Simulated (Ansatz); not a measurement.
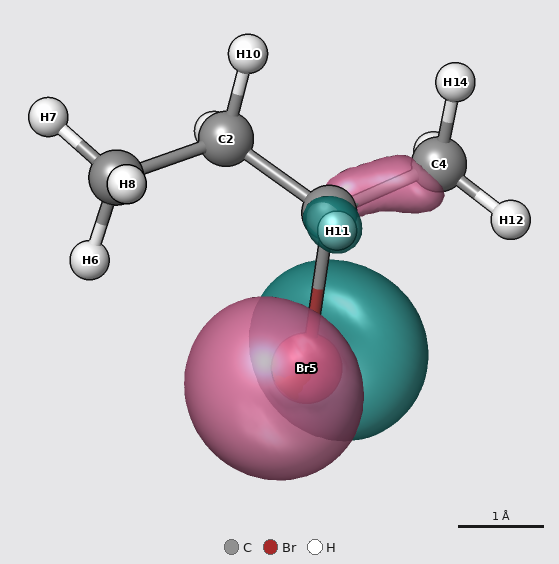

*C₄H₉Br (SMILES CC[C@H](C)Br). The HOMO at ±0.15 Å⁻³ᐟ² (teal and pink are the two phases), seen at a tilt.*

Geometry: B3LYP/6-31G*.

Theory: Ansatz 0.2.0, isolated molecule in a Gaussian basis; Kohn-Sham density functional theory, functional PBE0.

| atom | x (Å) | y (Å) | z (Å) |
| --- | --- | --- | --- |
| C | -0.2785 | -0.9614 | 1.2851 |
| C | -0.0426 | 0.0699 | 0.1794 |
| C | -1.2717 | 0.8732 | -0.2400 |
| C | -1.0327 | 1.7728 | -1.4443 |
| Br | -1.9131 | 2.0183 | 1.2904 |
| H | -0.5803 | -0.4793 | 2.2198 |
| H | 0.6357 | -1.5335 | 1.4774 |
| H | -1.0645 | -1.6724 | 1.0026 |
| H | 0.7581 | 0.7629 | 0.4662 |
| H | 0.3059 | -0.4470 | -0.7283 |
| H | -2.1231 | 0.2104 | -0.4129 |
| H | -1.9300 | 2.3384 | -1.7084 |
| H | -0.2209 | 2.4818 | -1.2525 |
| H | -0.7502 | 1.1530 | -2.3060 |

Q: Where does this orbital lie, and at what energy?

A: By Hirshfeld shares it lies mainly on Br5 (about 85 %); largely a lone pair of Br5. Its energy is −7.77 eV.
